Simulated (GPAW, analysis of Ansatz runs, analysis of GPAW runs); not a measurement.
# Cd vacancy in CdTe: charge-transition level against experiment (GPAW), part 3 of 4

How near does this set-up come to the measured charge-transition level? Subject: Cd vacancy in CdTe. Set-up: LDA, plane waves 500 eV, 32-site cell, LDA lattice, k: the single point 1/4 1/4 1/4 then 2x2x2 shifted, dielectric constants 7.1 and 10.2 (handbook). The model is a cell of 32 host atoms with 1 Cd taken out. The level is the Fermi energy at which two charge states have equal formation energy, after a correction for the images of the charge. A local or semilocal functional is the cheapest first rung.

GPAW 26.7.0; LDA, plane waves 500 eV, 32-site cell, LDA lattice, k: the single point 1/4 1/4 1/4 then 2x2x2 shifted, dielectric constants 7.1 and 10.2 (handbook).

So far: The starting structure; Relaxation, charge −1; Single point, charge −1.

### 4. Relaxation, charge −2

Level of this step: GPAW plane-wave PAW DFT, LDA; relaxation of all atoms of a defect supercell (GPAW).

The input, run.py:

```python
import numpy as np
from ase.io import read, write
from ase.parallel import parprint, world
from gpaw import GPAW, PW
from ase.optimize import BFGS

atoms = read('POSCAR')
calc = GPAW(mode=PW(500),
            xc='LDA',
            kpts=[[0.25, 0.25, 0.25]],
            charge=-2,
            occupations={'name': 'fermi-dirac', 'width': 0.01},
            nbands=147,
            convergence={'density': 1e-05, 'forces': 0.001},
            maxiter=150,
            symmetry='off',
            txt='gpaw.txt')
atoms.calc = calc
opt = BFGS(atoms, trajectory='relax.traj', logfile='-')
done = opt.run(fmax=0.02, steps=80)
parprint('Converged:', done)
energy = atoms.get_potential_energy()
forces = atoms.get_forces()
parprint(f'Energy: {energy:.6f} eV, largest force {np.linalg.norm(forces, axis=1).max():.4f} eV/A')
calc.write('gs.gpw')
write('final.xyz', atoms)
for s in range(calc.get_number_of_spins()):
    parprint('Levels (eV), spin', s, calc.get_eigenvalues(kpt=0, spin=s)[-16:].round(3))
```

The input, POSCAR:

```
Cd Te
 1.0000000000000000
    -6.3903124363873216    6.3903124363873198   -6.3903124363873252
     6.3903124363873172    6.3903124363873198    6.3903124363873252
     6.3903124363873225   -6.3903124363873207   -6.3903124363873243
 Cd  Te 
  15  16
Direct
 -0.0086991220574399  0.0006364977385999 -0.0057006539555154
  0.0024863498055633  0.2501060568899791  0.7421259160933682
  0.0026182800213334  0.5024839983646433  0.4929927200849045
  0.0081757236983409  0.7513732408924271  0.2476589383187171
[... 1 atom line left out ...]
  0.2398187862785182  0.2483684160191151  0.4974360753048124
[... 1 atom line left out ...]
  0.4957742812783708 -0.0088736643085828  0.4902397548477477
  0.5044163021014902  0.2579775404311397  0.2478833029412624
  0.4928883927264042  0.5008738984632759  0.0034405905521142
[... 2 atom lines left out ...]
  0.7524241921901013  0.2602674816498300  0.0064261069784399
[... 1 atom line left out ...]
  0.7491707516512721  0.7463986983204106  0.5070168012264381
[... 2 atom lines left out ...]
  0.0071562829119530  0.5072341586634195  0.2607637433808835
[... 2 atom lines left out ...]
  0.2600773972771224  0.2585430902935307  0.2544723887456594
  0.2547747945443567  0.4938396181713282  0.0007554190506417
[... 4 atom lines left out ...]
  0.4962001281189293  0.7491043895716440  0.4900024892250233
[... 3 atom lines left out ...]
  0.7498451133825752  0.7440125413313472  0.2550633725675461
```

Started as:

```
OMP_NUM_THREADS=1 mpirun -n 4 gpaw python run.py > stdout
```

Log:

```text
__  _  _
 | _ |_)|_||  |
 |__||  | ||/\| - 26.7.0

Input parameters:
  mode=PW(ecut=500.0),
  charge=-2,
  convergence={'density': 1e-05, 'forces': 0.001},
  kpts=KPoints(kpts=array([[0.25, 0.25, 0.25]])),
  maxiter=150,
  nbands=147,
  occupations=Occupations(name='fermi-dirac', width=0.01),
  symmetry=Symmetry(point_group=False, time_reversal=False),
  xc=XC(name='LDA')

Diagonalizing LCAO Hamiltonian
Converting LCAO to pw mode

                                     Te
                                  Cd

                                       Cd
                            Te
                          Cd
                              Te   Te
                                    Te
                     TCd             Cd
                  Cd             Cd
                        Cd Te             Te
                                        Cd
             Te             TeCdTe
                   Te
                                   Cd
                Cd       Te    Cd
                      Cd
                          Te   Te
                            Cd

Atoms  # Å, Bohr magnetons
|    | symbol |         x |         y |         z |    initial magnetic moments |
|----|--------|-----------|-----------|-----------|-----------------------------|
|  0 |     Cd |  0.023229 | -0.015094 |  0.096086 | ( 0.0000,  0.0000,  0.0000) |
|  1 |     Cd |  6.324784 | -3.128272 | -3.160049 | ( 0.0000,  0.0000,  0.0000) |
|  2 |     Cd |  6.344676 |  0.077384 |  0.043921 | ( 0.0000,  0.0000,  0.0000) |
|  3 |     Cd |  6.331882 |  3.271137 |  3.166646 | ( 0.0000,  0.0000,  0.0000) |
|  4 |     Cd |  3.276367 | -3.253501 | -6.389458 | ( 0.0000,  0.0000,  0.0000) |
|  5 |     Cd |  3.233407 | -0.059103 | -3.124137 | ( 0.0000,  0.0000,  0.0000) |
|  6 |     Cd |  3.288051 |  6.422397 |  3.176687 | ( 0.0000,  0.0000,  0.0000) |
|  7 |     Cd | -0.092073 | -0.021338 | -6.357643 | ( 0.0000,  0.0000,  0.0000) |
|  8 |     Cd |  0.009231 |  3.287883 | -3.158872 | ( 0.0000,  0.0000,  0.0000) |
|  9 |     Cd |  0.073016 |  6.328465 |  0.029043 | ( 0.0000,  0.0000,  0.0000) |
| 10 |     Cd |  6.479081 |  3.233791 | -3.170106 | ( 0.0000,  0.0000,  0.0000) |
| 11 |     Cd | -3.101751 |  3.162093 | -6.376811 | ( 0.0000,  0.0000,  0.0000) |
| 12 |     Cd | -3.103970 |  6.430351 | -3.186100 | ( 0.0000,  0.0000,  0.0000) |
| 13 |     Cd |  3.181600 |  3.096095 | -6.388538 | ( 0.0000,  0.0000,  0.0000) |
| 14 |     Cd |  3.222281 |  6.317160 | -3.257710 | ( 0.0000,  0.0000,  0.0000) |
| 15 |     Te |  4.768858 | -4.709450 | -4.742798 | ( 0.0000,  0.0000,  0.0000) |
| 16 |     Te |  4.759634 | -1.557520 | -1.683017 | ( 0.0000,  0.0000,  0.0000) |
| 17 |     Te |  4.862016 |  1.620754 |  1.529292 | ( 0.0000,  0.0000,  0.0000) |
| 18 |     Te |  4.840542 |  4.880121 |  4.801561 | ( 0.0000,  0.0000,  0.0000) |
| 19 |     Te |  1.612418 | -1.504195 | -4.760186 | ( 0.0000,  0.0000,  0.0000) |
| 20 |     Te |  1.616353 |  1.687989 | -1.635963 | ( 0.0000,  0.0000,  0.0000) |
| 21 |     Te |  1.532526 |  4.779053 |  1.522872 | ( 0.0000,  0.0000,  0.0000) |
| 22 |     Te |  7.904934 |  1.543727 | -1.612354 | ( 0.0000,  0.0000,  0.0000) |
| 23 |     Te | -1.610269 |  1.652393 | -4.710064 | ( 0.0000,  0.0000,  0.0000) |
| 24 |     Te | -1.543263 |  4.762847 | -1.676042 | ( 0.0000,  0.0000,  0.0000) |
| 25 |     Te |  4.884842 |  1.573898 | -4.823645 | ( 0.0000,  0.0000,  0.0000) |
| 26 |     Te |  4.747406 |  4.826616 | -1.515132 | ( 0.0000,  0.0000,  0.0000) |
| 27 |     Te | -4.835035 |  4.878993 | -4.764985 | ( 0.0000,  0.0000,  0.0000) |
| 28 |     Te |  1.514298 |  1.608779 | -7.933678 | ( 0.0000,  0.0000,  0.0000) |
| 29 |     Te |  1.558122 |  4.806193 | -4.701838 | ( 0.0000,  0.0000,  0.0000) |
| 30 |     Te |  1.592663 |  7.916283 | -1.667207 | ( 0.0000,  0.0000,  0.0000) |

Unit cell  # Å
| periodic |         x |         y |         z |   lengths |     angles |
|----------|-----------|-----------|-----------|-----------|------------|
|      yes | -6.390312 |  6.390312 | -6.390312 | 11.068346 | 109.471221 |
|      yes |  6.390312 |  6.390312 |  6.390312 | 11.068346 | 109.471221 |
|      yes |  6.390312 | -6.390312 | -6.390312 | 11.068346 | 109.471221 |

Number of symmetries: 1
Symmetry operations  # r_c * U_cc + t_c -> r_c
|   | kind |            matrix            |
|---|------|------------------------------|
| 0 |  E   |  1, 0, 0,  0, 1, 0,  0, 0, 1 |

BZ-sampling:
  Number of BZ points: 1
  Number of IBZ points: 1

K-points  # in reciprocal-cell coordinates
|   |                                coordinates |     weight |
|---|--------------------------------------------|------------|
| 0 | (  0.25000000,   0.25000000,   0.25000000) | 1.00000000 |

Plane wave coefficients: 26548
Cutoff: 500.0 eV

Spin-components: 1 (collinear spins)
Bands:           147
Projectors:      170
Spin-degeneracy: 2
Datatype:        complex128

Density:
  Valence electrons: 276.0
  Components: 1
  Grid points: [60 60 60]
  Charge: -2.0  # |e|

Potential:
  Grid points: [60 60 60]

species:
  Cd:
    name:    Cadmium
    Z:       48.0
    valence: 12
    core:    36
    charge:  0.0  # [|e|]
    compensation charges:
      type: gauss
      rc: 0.38  # [Å]
      lmax: 2
    cutoffs:
      filter: 2.12  # [Å]
      core: 2.62  # [Å]
    projectors
    | kind |    occ | energy [eV] | rcut [Å] |
    |------|--------|-------------|----------|
    |   5s |  2.000 |      -5.950 |    1.191 |
    |   5p |  0.000 |      -1.328 |    1.228 |
    |   4d | 10.000 |     -11.904 |    1.164 |
    |    s |        |      21.261 |    1.191 |
    |    p |        |      25.883 |    1.228 |
    |    d |        |      15.307 |    1.164 |

    Using partial waves for Cd as LCAO basis

  Te:
    name:    Tellurium
    Z:       52.0
    valence: 6
    core:    46
    charge:  0.0  # [|e|]
    compensation charges:
      type: gauss
      rc: 0.36  # [Å]
      lmax: 2
    cutoffs:
      filter: 2.09  # [Å]
      core: 3.17  # [Å]
    projectors
    | kind |    occ | energy [eV] | rcut [Å] |
    |------|--------|-------------|----------|
    |   5s |  2.000 |     -15.337 |    1.180 |
    |   5p |  4.000 |      -6.113 |    1.196 |
    |    s |        |      11.875 |    1.180 |
    |    p |        |      21.098 |    1.196 |
    |    d |        |       0.000 |    1.238 |

    Using partial waves for Te as LCAO basis

Reference energy: -5234739.438070  # eV

eigensolver:
  PPCG
  Converge bands: occupied
  niter=2

density mixing:
  MSR1-Mixer
  Pratt-step length: 0.05
  Maximum mixing coefficient: 0.75
  Old densities: 10
  SVD Regularization: 0.005
[...]
Cd    Te  Te
                            Cd

Atoms  # Å, Bohr magnetons
|    | symbol |         x |         y |         z |    initial magnetic moments |
|----|--------|-----------|-----------|-----------|-----------------------------|
[...]
Unit cell  # Å
| periodic |         x |         y |         z |   lengths |     angles |
|----------|-----------|-----------|-----------|-----------|------------|
|      yes | -6.390312 |  6.390312 | -6.390312 | 11.068346 | 109.471221 |
|      yes |  6.390312 |  6.390312 |  6.390312 | 11.068346 | 109.471221 |
|      yes |  6.390312 | -6.390312 | -6.390312 | 11.068346 | 109.471221 |

Initialization done in: 0.893 s

convergence criteria:
- Maximum integral of absolute [dens]ity change: 1e-05 electrons / valence electron
- Maximum change in the atomic [forces] across last 2 cycles: 0.001 eV/Ang OR
Maximum error relative to the maximum force is below inf
- Maximum [total energy] change in last 3 cyles: 0.0005 eV / valence electron
- Maximum integral of absolute [eigenst]ate change: 4e-08 eV^2 / valence electron
maximum number of iterations: 150

SCF iterations
|iter     | |      energy | eigst |  dens |force |
|---------|-|-------------|-------|-------|------|
|iter:   1| |  -89.179452c| -4.38 |       |      |
|iter:   2| |  -89.179449c| -6.03 | -3.82 |      |
|iter:   3| |  -89.179411c| -6.17 | -3.87 |      |
|iter:   4| |  -89.179406c| -6.82 | -4.17 |      |
|iter:   5| |  -89.179405c| -7.57c| -4.53 |      |
|iter:   6| |  -89.179405c| -8.02c| -4.86 |      |
|iter:   7| |  -89.179405c| -8.23c| -5.33c|-1.99 |
|iter:   8| |  -89.179405c| -8.78c| -5.79c|-3.78c|

Converged in 8 steps
SCF loop duration: 24.138 s (3.017 s/step)
Energy contributions relative to reference atoms: (reference = -5234739.438070)

Energy contributions:
  Kinetic:         342.472611
  Coulomb:        -290.934325
  Zero:              3.425764
  External:          0.000000
  Xc:             -144.143456
  Entropy:          -0.000000
  Spinorbit:         0.000000
  ----------------------------
  Free energy:     -89.179405
  Extrapolated:    -89.179405

dipole moment: (-101.290912, -99.199453, -4.849133)  # |e|*Ang

Fermi level: 4.515
Eigenvalues  # (at kpt = [0.250, 0.250, 0.250])
| band index |      eig [eV] | occ [0-2] |
|------------|---------------|-----------|
[...]
|        ... |               |           |
[...]
Gap: 2.075 eV
Transition (v -> c):
  (s=0, k=0, n=138, [0.25, 0.25, 0.25]) -> (s=0, k=0, n=139, [0.25, 0.25, 0.25])
No difference between direct/indirect transitions

Forces  # eV/Ang
|        x |        y |        z |
|----------|----------|----------|
[...]
Te
                                 Cd

                                       Cd
                             Te
                          Cd
                              Te  Te
                                    Te
                     Te              Cd
                  Cd  Cd   Te     Cd      Te
                        Cd             Cd
                                Te
             Te             TCd
                   Te             Te
                                    Cd
                Cd       Te    Cd

                     Cd    Te  Te
                            Cd

Atoms  # Å, Bohr magnetons
|    | symbol |         x |         y |         z |    initial magnetic moments |
|----|--------|-----------|-----------|-----------|-----------------------------|
[...]
|  7 |     Cd | -0.064882 | -0.054982 | -6.484499 | ( 0.0000,  0.0000,  0.0000) |
|  8 |     Cd |  0.070818 |  3.107793 | -3.123941 | ( 0.0000,  0.0000,  0.0000) |
|  9 |     Cd |  0.080009 |  6.331252 |  0.108864 | ( 0.0000,  0.0000,  0.0000) |
| 10 |     Cd |  6.334543 |  3.312485 | -3.118912 | ( 0.0000,  0.0000,  0.0000) |
| 11 |     Cd | -3.190281 |  3.206647 | -6.382390 | ( 0.0000,  0.0000,  0.0000) |
| 12 |     Cd | -3.086124 |  6.474767 | -3.251657 | ( 0.0000,  0.0000,  0.0000) |
| 13 |     Cd |  3.200539 |  3.203633 | -6.382879 | ( 0.0000,  0.0000,  0.0000) |
| 14 |     Cd |  3.303863 |  6.334857 | -3.127112 | ( 0.0000,  0.0000,  0.0000) |
[...]
| 23 |     Te | -1.590184 |  1.588962 | -4.778826 | ( 0.0000,  0.0000,  0.0000) |
| 24 |     Te | -1.571854 |  4.810835 | -1.596744 | ( 0.0000,  0.0000,  0.0000) |
| 25 |     Te |  4.809498 |  1.605612 | -4.766318 | ( 0.0000,  0.0000,  0.0000) |
| 26 |     Te |  4.633443 |  4.640432 | -1.428967 | ( 0.0000,  0.0000,  0.0000) |
| 27 |     Te | -4.788825 |  4.830898 | -4.779089 | ( 0.0000,  0.0000,  0.0000) |
| 28 |     Te |  1.593997 |  1.605135 | -7.998340 | ( 0.0000,  0.0000,  0.0000) |
| 29 |     Te |  1.598239 |  4.808686 | -4.767475 | ( 0.0000,  0.0000,  0.0000) |
| 30 |     Te |  1.602253 |  7.975981 | -1.596979 | ( 0.0000,  0.0000,  0.0000) |

Unit cell  # Å
| periodic |         x |         y |         z |   lengths |     angles |
|----------|-----------|-----------|-----------|-----------|------------|
|      yes | -6.390312 |  6.390312 | -6.390312 | 11.068346 | 109.471221 |
|      yes |  6.390312 |  6.390312 |  6.390312 | 11.068346 | 109.471221 |
|      yes |  6.390312 | -6.390312 | -6.390312 | 11.068346 | 109.471221 |

Initialization done in: 0.883 s

convergence criteria:
- Maximum integral of absolute [dens]ity change: 1e-05 electrons / valence electron
- Maximum change in the atomic [forces] across last 2 cycles: 0.001 eV/Ang OR
Maximum error relative to the maximum force is below inf
- Maximum [total energy] change in last 3 cyles: 0.0005 eV / valence electron
- Maximum integral of absolute [eigenst]ate change: 4e-08 eV^2 / valence electron
maximum number of iterations: 150

SCF iterations
|iter     | |      energy | eigst |  dens |force |
|---------|-|-------------|-------|-------|------|
|iter:   1| |  -89.179551c| -4.82 |       |      |
|iter:   2| |  -89.179546c| -6.48 | -3.94 |      |
|iter:   3| |  -89.179525c| -6.40 | -4.00 |      |
|iter:   4| |  -89.179523c| -7.10 | -4.35 |      |
|iter:   5| |  -89.179522c| -7.72c| -4.70 |      |
|iter:   6| |  -89.179522c| -7.78c| -5.03c|-2.10 |
|iter:   7| |  -89.179522c| -8.33c| -5.56c|-3.40c|

Converged in 7 steps
SCF loop duration: 20.984 s (2.998 s/step)
Energy contributions relative to reference atoms: (reference = -5234739.438070)

Energy contributions:
  Kinetic:         342.474813
  Coulomb:        -290.935147
  Zero:              3.425785
  External:          0.000000
  Xc:             -144.144974
  Entropy:          -0.000000
  Spinorbit:         0.000000
  ----------------------------
  Free energy:     -89.179522
  Extrapolated:    -89.179522

dipole moment: (-101.332530, -99.219103, -4.902714)  # |e|*Ang

Fermi level: 4.515
Eigenvalues  # (at kpt = [0.250, 0.250, 0.250])
| band index |      eig [eV] | occ [0-2] |
|------------|---------------|-----------|
[...]
|        ... |               |           |
[...]
|        139 |         5.515 |     0.000 |
|        140 |         5.516 |     0.000 |
|        141 |         5.517 |     0.000 |
|        142 |         5.746 |     0.000 |
|        143 |         6.223 |     0.000 |
|        144 |         6.228 |     0.000 |
|        145 |         6.399 |     0.000 |
|        146 |         6.401 |     0.000 |

Gap: 2.075 eV
Transition (v -> c):
  (s=0, k=0, n=138, [0.25, 0.25, 0.25]) -> (s=0, k=0, n=139, [0.25, 0.25, 0.25])
No difference between direct/indirect transitions

Forces  # eV/Ang
|        x |        y |        z |
|----------|----------|----------|
[...]
|  0.00340 | -0.00826 |  0.00047 |  # Te  23
|  0.01463 |  0.00673 |  0.00842 |  # Te  24
|  0.00076 | -0.00442 |  0.00788 |  # Te  25
|  0.00216 |  0.00741 | -0.00094 |  # Te  26
| -0.00036 | -0.00498 | -0.00467 |  # Te  27
|  0.00990 |  0.00138 | -0.01216 |  # Te  28
|  0.00115 |  0.00450 |  0.00344 |  # Te  29
| -0.00308 |  0.00637 |  0.00605 |  # Te  30

# Writing to gs.gpw (mode='')
```

It took 14 min on 4 MPI ranks of Arm Neoverse V2, shared host; peak memory 1.5 GiB.

Relaxation path (22 of 29):

| step | energy less that of the first step (eV) |
| --- | --- |
| 0 | 0.0000 |
| 1 | -0.3309 |
| 3 | -1.2145 |
| 4 | -1.2482 |
| 5 | -1.3001 |
| 7 | -1.3753 |
| 8 | -1.3948 |
| 9 | -1.4239 |
| 11 | -1.4741 |
| 12 | -1.4806 |
| 13 | -1.4832 |
| 15 | -1.4893 |
| 16 | -1.4913 |
| 17 | -1.4921 |
| 19 | -1.4929 |
| 20 | -1.4934 |
| 21 | -1.4936 |
| 23 | -1.4939 |
| 24 | -1.4941 |
| 25 | -1.4944 |
| 27 | -1.4949 |
| 28 | -1.4950 |

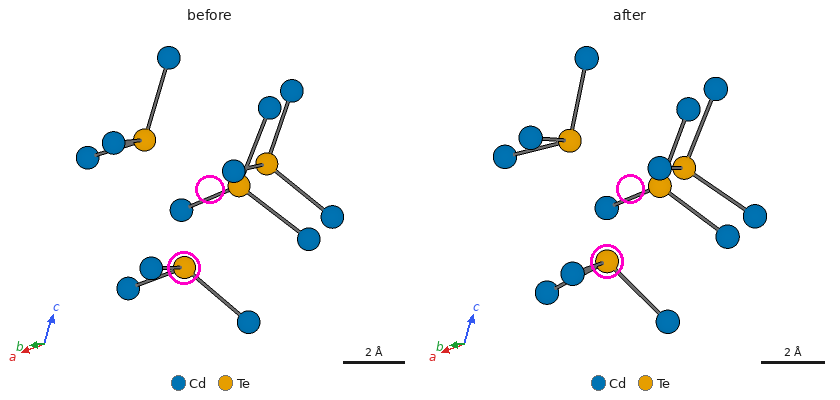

Before and after: the atoms that start within 5 Å of the centre. Te22, which moves most, is ringed if it is among them. A ring with no atom in it marks the empty centre.

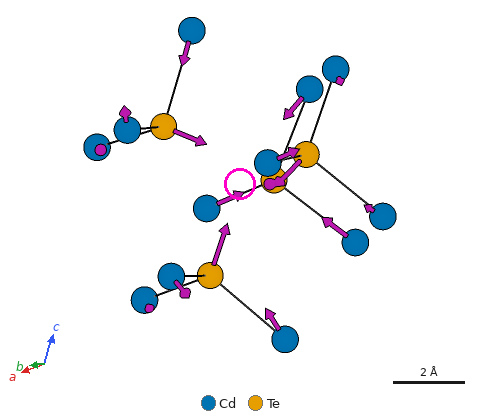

Displacements in the relaxation near the centre, exaggerated; the longest in the cell stands for 0.29 Å. A ring marks the centre wherever it is empty.

The atoms that moved most (Å):

| atom | dx | dy | dz | length |
| --- | --- | --- | --- | --- |
| Te22 | 0.239 | -0.142 | -0.078 | 0.288 |
| Te18 | -0.224 | 0.158 | -0.086 | 0.287 |
| Te21 | 0.153 | 0.093 | 0.208 | 0.274 |
| Te27 | -0.114 | -0.186 | 0.086 | 0.235 |
| Cd1 | 0.053 | 0.101 | -0.189 | 0.221 |
| Cd7 | -0.189 | -0.089 | -0.035 | 0.212 |
| Cd6 | -0.134 | 0.143 | 0.003 | 0.195 |
| Cd9 | 0.062 | -0.180 | 0.035 | 0.194 |

Final coordinates:

```xyz
31
Lattice="-6.3903 6.3903 -6.3903 6.3903 6.3903 6.3903 6.3903 -6.3903 -6.3903" Properties=species:S:1:pos:R:3 pbc="T T T"
Cd    0.0767    0.0857   -0.0928
Cd    6.4599   -3.0757   -3.2473
Cd    6.3288    0.0830    0.1133
Cd    6.3353    3.1081    3.1379
Cd    3.2013   -3.1807   -6.3848
Cd    3.0997    0.0835   -3.1214
Cd    3.0989    6.3337    3.1414
Cd   -0.0649   -0.0550   -6.4845
Cd    0.0708    3.1078   -3.1239
Cd    0.0800    6.3313    0.1089
Cd    6.3345    3.3125   -3.1189
Cd   -3.1903    3.2066   -6.3824
Cd   -3.0861    6.4748   -3.2517
Cd    3.2005    3.2036   -6.3829
Cd    3.3039    6.3349   -3.1271
Te    4.8191   -4.7807   -4.7791
Te    4.8002   -1.5609   -1.5910
Te    4.6383    1.7788    1.4434
Te    4.8065    4.8107    4.7832
Te    1.5839   -1.5761   -4.7813
Te    1.7696    1.7810   -1.4282
Te    1.7710    4.6375    1.4452
Te    7.9718    1.6050   -1.5931
Te   -1.5902    1.5890   -4.7788
Te   -1.5719    4.8108   -1.5967
Te    4.8095    1.6056   -4.7663
Te    4.6334    4.6404   -1.4290
Te   -4.7888    4.8309   -4.7791
Te    1.5940    1.6051   -7.9983
Te    1.5982    4.8087   -4.7675
Te    1.6023    7.9760   -1.5970
```

The atoms nearest to the centre after the run:

| atom | distance (Å) |
| --- | --- |
| Te21 | 2.464 |
| Te18 | 2.484 |
| Te22 | 2.489 |
| Te27 | 2.490 |
| Cd1 | 4.405 |
| Cd6 | 4.408 |
| Cd3 | 4.418 |
| Cd9 | 4.419 |
| Cd13 | 4.420 |
| Cd10 | 4.422 |
| Cd11 | 4.427 |
| Cd15 | 4.433 |
| Cd2 | 4.434 |
| Cd8 | 4.435 |
| Cd4 | 4.440 |
| Cd7 | 4.442 |

First to last step the energy falls by 1.495 eV; the largest move, 0.29 Å, is that of Te22 and 1 other atom alike. Judged within 0.08 Å, the space group went from P1 to I-43m.

(Continued in part 4 of 4.)

[Logs are printed without paths, hosts, clocks, repeated set-up lines and the standing remarks that a program may print on its own settings, such as how far it seeks lower states.]

[Hosts, paths, dates, database ids (printed as entryN), source tags and the programs' standing remarks are cut or masked in the printed files.]

[For some hosts the program warned that the k-mesh of the response run may be too coarse for force constants and the static dielectric constant; such warnings are not shown here.]
